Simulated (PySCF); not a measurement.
# SiH₂: relaxation and vibrations of the triplet

Where does triplet SiH₂ go from a linear start, is the end point a minimum, and what are its modes, charges and moments?

The runs use PySCF 2.14.0; PBE, basis Si def2-TZVP, H def2-TZVP, no relativity, density fitting.

## Step 1: Starting geometry

3 atoms, charge 0, spin multiplicity 3.

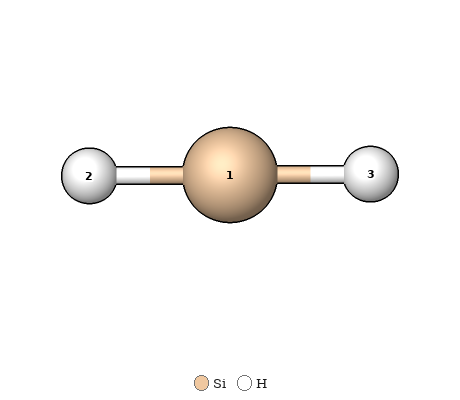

As it starts; silicon light orange, hydrogen white; atoms are numbered from 1 in the order of the file.

Z-matrix (Å, degrees; charge 0 multiplicity 3):
```
Si
H  1 1.4800
H  1 1.4800 2 180.00
```

## Step 2: Finding the electronic state

The steps below are one call of a driver around PySCF. For each, scf.py gives the equivalent set-up of the SCF; relaxations use the driver's own optimiser. After this first run the driver tries any further starts and a stability analysis.

The input, scf.py:

```python
from pyscf import gto, scf, dft
mol = gto.M(atom='''
Si     0.000000     0.000000     0.000000
H      0.000000     0.000000     1.480000
H      0.000000     0.000000    -1.480000''',
    basis={'Si': 'def2-TZVP', 'H': 'def2-TZVP'},
    charge=0, spin=2)
mf = dft.UKS(mol, xc='PBE')
mf.grids.atom_grid = (50, 194)
aux = {'Si': 'def2-universal-JKFIT', 'H': 'def2-universal-JKFIT'}
mf = mf.density_fit(auxbasis=aux)
mf.conv_tol = 1e-08
mf.diis_space = 10
mf.max_cycle = 60
mf.init_guess = 'minao'
mf.verbose = 4
mf.kernel()
```

Started as:

```sh
OMP_NUM_THREADS=2 python axn.py task.json out
```

The program printed:

```text
init E= -290.323377521454
[... the frontier-level lines of each cycle are left out ...]
cycle= 1 E= -290.395119897231  delta_E= -0.0717  |g|= 0.082  |ddm|=    1
cycle= 2 E= -290.399012682416  delta_E= -0.00389  |g|= 0.0434  |ddm|= 0.125
cycle= 3 E= -290.39948842375  delta_E= -0.000476  |g|= 0.00883  |ddm|= 0.037
cycle= 4 E= -290.39955236857  delta_E= -6.39e-05  |g|= 0.00332  |ddm|= 0.0195
cycle= 5 E= -290.39956232718  delta_E= -9.96e-06  |g|= 0.000533  |ddm|= 0.00658
cycle= 6 E= -290.399562621363  delta_E= -2.94e-07  |g|= 4.41e-05  |ddm|= 0.00113
cycle= 7 E= -290.399562623225  delta_E= -1.86e-09  |g|= 9.6e-06  |ddm|= 8.74e-05
Extra cycle  E= -290.399562623293  delta_E= -6.75e-11  |g|= 4.59e-06  |ddm|= 1.72e-05
converged SCF energy = -290.399562623293  <S^2> = 2.0166068  2S+1 = 3.0110509
```

This step, with its further starts and checks, took 2.8 s on 2 threads of Arm Neoverse V2, shared host.

Energies from each starting density:

```
                      start  energy (Eh)
    the minimal-basis guess  -290.399563
a thermally smeared density  -290.399563
      a smeared PBE density  -290.399563
```

The test of internal stability and the other starts found no lower solution of this spin.

## Step 3: Relaxation: linear start, triplet

The program finds D∞h symmetry in the start, which this walk keeps. The walk stops when the largest gradient is under 0.0003 Eh/bohr and the energy has settled too.

Changes to scf.py since step 2:

```diff
@@ -15 +14,0 @@
-mf.init_guess = 'minao'
```

Energy and gradient, step by step:

```
step  energy (Eh)  change (kJ/mol)  largest symmetric gradient (Eh/bohr)
   0  -290.399563             0.00                               0.00390
   1  -290.399641            -0.21                               0.00089
   2  -290.399645            -0.22                               0.00002
```

The walk took 0.9 s.

After 2 steps and 0.2 kJ/mol it ends at D∞h: Si–H 1.469 Å (×2); H–Si–H 180.0°.

## Step 4: Is it a minimum? Harmonic modes

The point is checked on the finer grid, and tightened if its gradient asks for it. The Hessian and the dipole derivatives come from central differences of analytic gradients, with steps of 0.02 bohr.

Changes to scf.py since step 3:

```diff
@@ -4,2 +4,2 @@
-H      0.000000     0.000000     1.480000
-H      0.000000     0.000000    -1.480000''',
+H     -0.000000     0.000000     1.468857
+H      0.000000     0.000000    -1.468857''',
@@ -9 +9 @@
-mf.grids.atom_grid = (50, 194)
+mf.grids.atom_grid = (75, 302)
@@ -12 +12 @@
-mf.conv_tol = 1e-08
+mf.conv_tol = 1e-10
```

The driver hands on the density of the step before, so the log starts near convergence.

SCF at the final geometry:

```text
init E= -290.399640926244
[... the frontier-level lines of each cycle are left out ...]
cycle= 1 E= -290.399640926244  delta_E= 6.25e-13  |g|= 8.36e-07  |ddm|= 6.7e-07
Extra cycle  E= -290.399640926245  delta_E= -9.66e-13  |g|= 4.64e-07  |ddm|= 4.32e-07
converged SCF energy = -290.399640926245  <S^2> = 2.016256  2S+1 = 3.0108178
```

The whole step took 4.3 s.

Geometry: D∞h; Si–H 1.469 Å (×2); H–Si–H 180.0°.

Harmonic modes (main isotopes):

```json
{"symmetry": "πu", "ω (cm⁻¹)": "1244i", "IR (km/mol)": "582", "μ (u)": "1.08", "type": "bend"}
{"symmetry": "σg+", "ω (cm⁻¹)": "2239", "IR (km/mol)": "0.0", "μ (u)": "1.01", "type": "stretch"}
{"symmetry": "σu+", "ω (cm⁻¹)": "2351", "IR (km/mol)": "10.2", "μ (u)": "1.08", "type": "stretch"}
```

2 modes are imaginary, the largest at 1244i cm⁻¹: a saddle point, not a minimum.

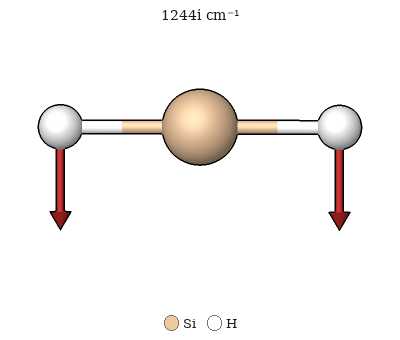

The imaginary mode, as arrows.

Constants and moments:

| Item | Value |
| --- | --- |
| Dipole moment | 0.00 D |
| Highest occupied level | -4.80 eV |
| Lowest empty level | -3.15 eV |
| Rotational constants | 3.876 cm⁻¹ |
| Zero-point energy (real modes) | 27.5 kJ/mol |
| Principal polarisabilities | 32.9, 32.9, 35.0 bohr³ |
| Atomisation energy without zero-point energy | 466 kJ/mol |
| Principal traceless quadrupole moments about the centre of mass | -1.68, -1.68, 3.36 D Å |
| Spin squared ⟨S²⟩ | 2.016 |

Charges (e) and bond orders:

| atom | Mulliken | Löwdin | polar tensor | spin (Mulliken) | Mayer order to Si1 |
| --- | --- | --- | --- | --- | --- |
| Si1 | -0.20 | -0.01 | -0.55 | 2.16 | – |
| H2,3 | 0.10 | 0.01 | 0.27 | -0.08 | 0.92 |

Outer orbital energies (eV). α occupied: -138.06, -94.88, -94.88, -94.68, -13.34, -9.99, -4.80, -4.80; empty: -3.15, 3.04, 3.20, 3.51. β occupied: -1780.15, -137.87, -94.57, -94.57, -94.56, -12.34, -9.84; empty: -2.67, -2.67, -2.07, 3.57.

Mulliken populations on Si1: s 5.33, p 8.82, d 0.04, f 0.01.

## Step 5: Following the imaginary mode

The start is the last point, displaced along its most imaginary mode.

The program finds C2v symmetry in the start, which this walk keeps.

Changes to scf.py since step 4:

```diff
@@ -3,3 +3,3 @@
-Si     0.000000     0.000000     0.000000
-H     -0.000000     0.000000     1.468857
-H      0.000000     0.000000    -1.468857''',
+Si    -0.002995    -0.008110     0.000000
+H      0.041573     0.112569     1.468857
+H      0.041573     0.112569    -1.468857''',
@@ -9 +9 @@
-mf.grids.atom_grid = (75, 302)
+mf.grids.atom_grid = (50, 194)
@@ -12 +12 @@
-mf.conv_tol = 1e-10
+mf.conv_tol = 1e-08
```

Steps of the walk:

```
step  energy (Eh)  change (kJ/mol)  largest symmetric gradient (Eh/bohr)
   0  -290.402719             0.00                               0.02236
   1  -290.415640           -33.92                               0.03092
   2  -290.427485           -65.02                               0.01647
   3  -290.430323           -72.47                               0.01387
   4  -290.432010           -76.90                               0.00295
   5  -290.432081           -77.09                               0.00042
   6  -290.432082           -77.09                               0.00003
```

The walk took 2.8 s.

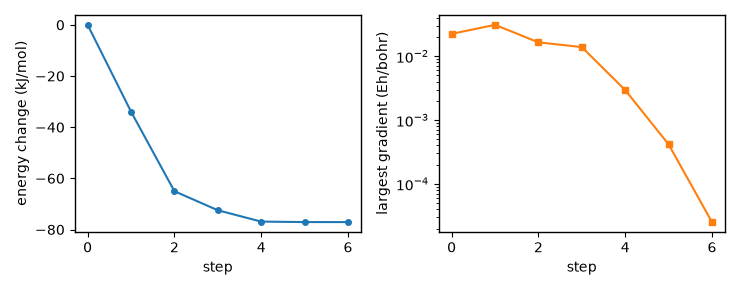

How energy and gradient fall.

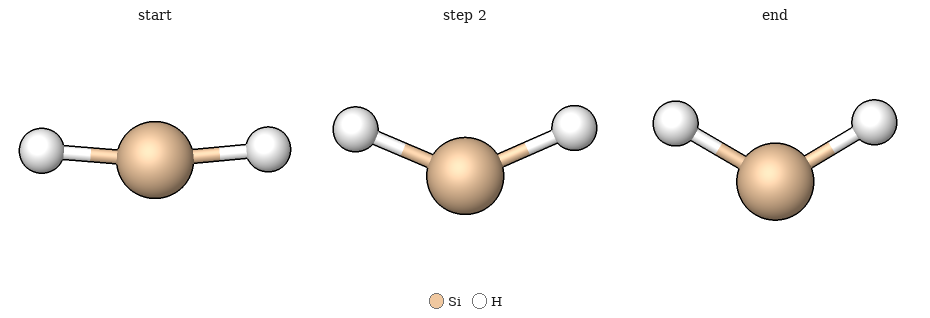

The geometry along the walk, at one scale.

End point (C2v, 6 steps, 77.1 kJ/mol gained): Si–H 1.497 Å (×2); H–Si–H 118.8°.

## Step 6: Vibrations and properties at this point

The same treatment as at the point before.

Changes to scf.py since step 5:

```diff
@@ -3,3 +3,3 @@
-Si    -0.002995    -0.008110     0.000000
-H      0.041573     0.112569     1.468857
-H      0.041573     0.112569    -1.468857''',
+Si    -0.017740    -0.048035    -0.000000
+H      0.246231     0.666723     1.288798
+H      0.246231     0.666723    -1.288798''',
@@ -9 +9 @@
-mf.grids.atom_grid = (50, 194)
+mf.grids.atom_grid = (75, 302)
@@ -12 +12 @@
-mf.conv_tol = 1e-08
+mf.conv_tol = 1e-10
```

SCF at the final geometry:

```text
init E= -290.432087216174
[... the frontier-level lines of each cycle are left out ...]
cycle= 1 E= -290.432087216174  delta_E= 3.41e-13  |g|= 4.75e-06  |ddm|= 1.07e-05
Extra cycle  E= -290.432087216174  delta_E= -5.68e-14  |g|= 4.86e-06  |ddm|= 1.13e-05
converged SCF energy = -290.432087216174  <S^2> = 2.0029623  2S+1 = 3.0019742
```

The whole step took 6 s on 2 threads of Arm Neoverse V2, shared host.

Geometry: C2v; Si–H 1.497 Å (×2); H–Si–H 118.8°.

Modes, for the most abundant isotopes:

| symmetry | ω (cm⁻¹) | IR (km/mol) | type |
| --- | --- | --- | --- |
| a1 | 853 | 49.1 | bend |
| a1 | 2105 | 9.3 | stretch |
| b2 | 2178 | 55.1 | stretch |

Every mode is real; the point is a minimum.

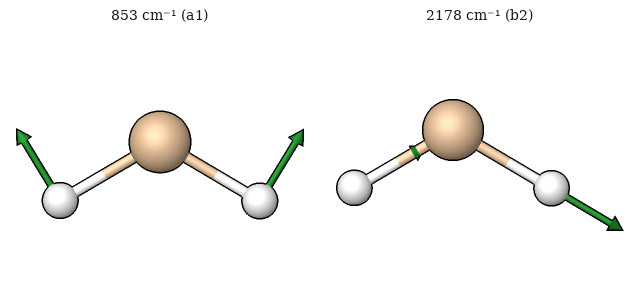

How the atoms move in 2 of the modes.

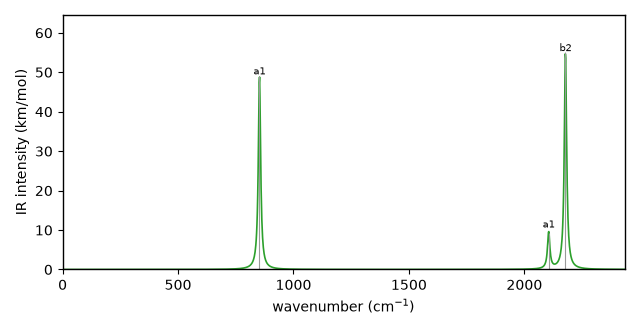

The harmonic infrared spectrum (widths in cm⁻¹). Lines are broadened to a width of 12 cm⁻¹ (Lorentzian).

Properties at this point:

```
Dipole moment                                                   : 0.02 D
Highest occupied level                                          : -4.72 eV
Lowest empty level                                              : -4.20 eV
Rotational constants                                            : 15.44, 5.035, 3.797 cm⁻¹
Zero-point energy                                               : 30.7 kJ/mol
Principal polarisabilities                                      : 27.5, 27.6, 34.9 bohr³
Atomisation energy without zero-point energy                    : 551 kJ/mol
Principal traceless quadrupole moments about the centre of mass : -1.75, 0.75, 1.01 D Å
Entropy at 298.15 K and 1 bar (electronic part: spin only)      : 215.5 J/(mol K)
Heat capacity Cp at 298.15 K                                    : 35.7 J/(mol K)
Enthalpy at 298.15 K above 0 K                                  : 10.09 kJ/mol
Rotational symmetry number                                      : 2
Spin squared ⟨S²⟩                                               : 2.003
```

Populations by atom (charges in e):

```
atom  Mulliken  Löwdin  polar tensor  spin (Mulliken)  Mayer order to Si1
 Si1     -0.07    0.06          0.21             1.88                   –
H2,3      0.03   -0.03         -0.10             0.06                0.93
```

Outer orbital energies (eV). α occupied: -138.06, -94.88, -94.87, -94.71, -13.10, -9.19, -6.34, -4.72; empty: -0.39, 0.19, 3.16, 3.60. β occupied: -1780.24, -137.87, -94.62, -94.59, -94.55, -12.07, -8.76; empty: -4.20, -2.60, 0.46, 1.28.

Mulliken populations on Si1: s 5.51, p 8.47, d 0.08, f 0.01.

## Step 7: All stationary points

| spin | group | bonds | imaginary modes (cm⁻¹) | ΔE (kJ/mol) | with zero-point energy |
| --- | --- | --- | --- | --- | --- |
| triplet | C2v | Si–H 1.497 Å (×2) | none | 0.0 | 0.0 |
| triplet | D∞h | Si–H 1.469 Å (×2) | 1244i, 1244i | 85.2 | – |

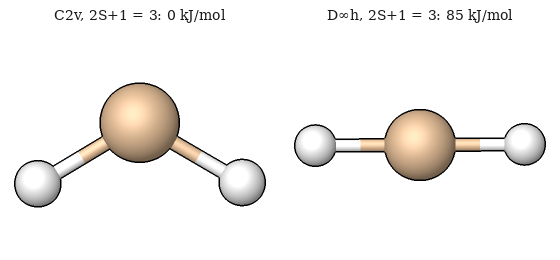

The points, lowest first (silicon light orange, hydrogen white).

## Step 8: Outcome

| quantity | value |
| --- | --- |
| minimum | triplet, C2v |
| geometry | Si–H 1.497 Å (×2); H–Si–H 118.8° |
| wavenumbers (cm⁻¹) | 853 (a1), 2105 (a1), 2178 (b2) |
| dipole moment | 0.02 D |
| highest occupied, lowest empty level (either spin) | -4.72, -4.20 eV |
| polar-tensor charge of Si1 | +0.21 e |
| zero-point energy | 30.7 kJ/mol |
| entropy at 298.15 K | 215.5 J/(mol K) |
| atomisation energy (no zero-point energy) | 551 kJ/mol |
| ⟨S²⟩ | 2.003 |

In words: The linear start (D∞h) ends in a minimum of C2v symmetry, after a stop at a second-order saddle point 85.2 kJ/mol higher, from which it was pushed off along an imaginary mode. The strongest infrared band lies at 2178 cm⁻¹ (b2, stretch). Most of the spin sits on Si1 (Mulliken spin 1.88, against 2 for the whole molecule). Only this shape and spin were tried, so other structures or states may lie lower.

The search up to here took 17 s.
